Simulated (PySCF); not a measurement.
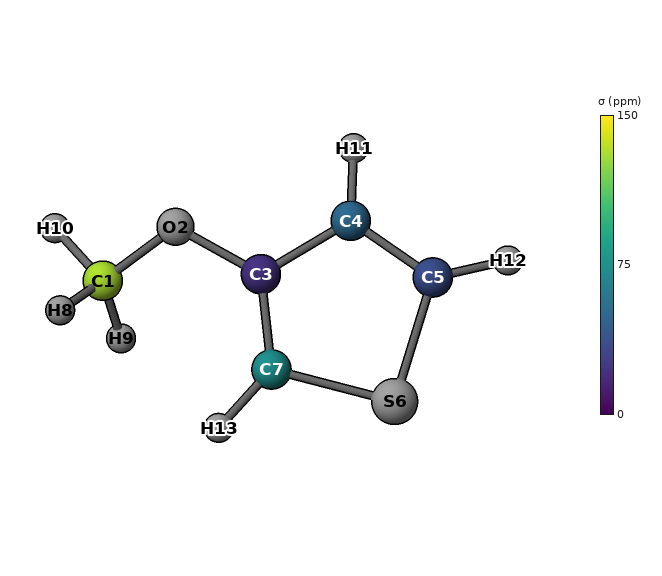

Atoms are coloured by their isotropic NMR shieldings (C only, the others grey). Geometry: a frame of a GFN2-xTB molecular-dynamics simulation, not a minimum. Method: GIAO PBE0/pcSseg-1 NMR shielding, non-relativistic, gas phase (PySCF 2.14.0).

List the isotropic NMR shieldings of the C atoms.

```csv
atom,σ (ppm)
C1,131.2
C3,21.7
C4,51.4
C5,35.9
C7,74.1
```
